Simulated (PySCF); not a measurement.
```xyz
11

N     2.6265   -1.4307    1.0411
C     1.7206   -0.7710    0.7933
B     0.4867    0.1427    0.4651
C     0.5245    1.4281    1.3658
N     0.5608    2.3621    2.0319
O    -0.8091   -0.6101    0.6568
C    -1.4615   -0.6706   -0.4727
O    -2.5320   -1.2085   -0.6367
C    -0.6331    0.0586   -1.5538
O    -0.9393    0.1939   -2.7158
O     0.4612    0.5082   -1.0009
```

Geometry: GFN2-xTB.

Method: PySCF, PBE0/def2-SVPD, SCF density, gas phase.

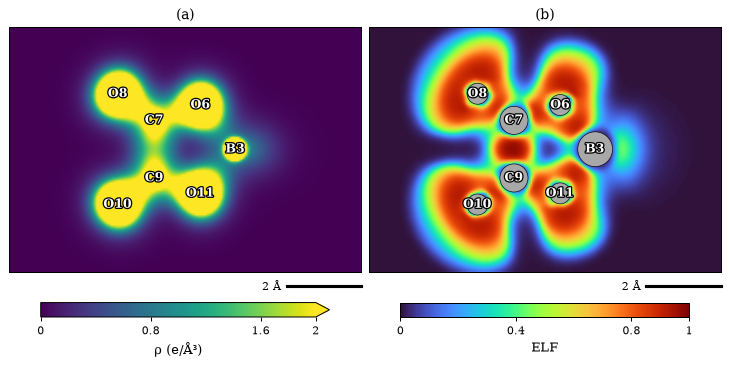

C$_{4}$BN$_{2}$O$_{4}$ (charge −1). (a) electron density; (b) ELF on the plane of atoms O6, B3 and O11. Grey discs cover the atomic cores in the ELF map.

**What do the fields say about this system?**

Atoms in the plane: B, O and C.
C–O (1.21 Å): the density is about 3.3 e/Å³ at the midpoint; the ELF peaks at about 0.90 between the atoms: a short, multiple covalent bond.
B–O (1.51 Å): ρ is about 1.5 e/Å³ halfway; the ELF peaks at about 0.90 between the atoms: a polar covalent bond.
C–C (1.54 Å): ρ is about 1.7 e/Å³ halfway; the ELF peaks at about 0.95 between the atoms; a shared electron pair.
C–O (1.31 Å): ρ at the midpoint is about 2.7 e/Å³; the ELF peaks at about 0.90 between the atoms; a short, strongly polar bond.
The ELF also peaks beside O10, O11, O8 and O6, away from the bonds: lone-pair regions.
